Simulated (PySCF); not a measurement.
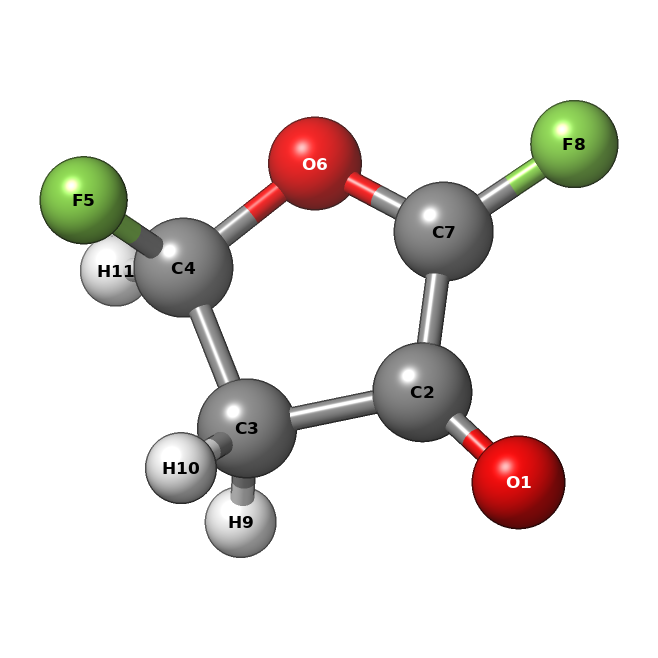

Charge 0, doublet. The computed structure is the end point of a GFN2-xTB optimisation. No frequency run is at hand to confirm it as a minimum. Level of theory: UKS B3LYP, pcH-1 on C F H O, non-relativistic (PySCF 2.14.0). Fermi-contact and spin-dipolar terms alone, no spin-orbit part.

Question: Which nucleus has the largest dipolar (anisotropic) hyperfine coupling?

Answer: 19F at F8: principal values −173.2, −147.4, 320.7 MHz.

List the isotropic and dipolar parts for the most strongly coupled nuclei, one of each equivalent set.

```tsv
atom	isotope	a_iso (MHz)	dipolar part (MHz)
F8	19F	98.5	−173.2, −147.4, 320.7
C7	13C	55.6	−55.7, −54.0, 109.8
O1	17O	−22.2	−101.3, 50.3, 51.0
O6	17O	−18.2	−55.3, 26.9, 28.4
F5	19F	25.9	−12.7, −9.0, 21.8
H11	1H	1.7	−2.4, −2.3, 4.7
C2	13C	−31.5	−4.7, 0.6, 4.0
H9	1H	10.9	−2.6, −1.4, 4.0
```
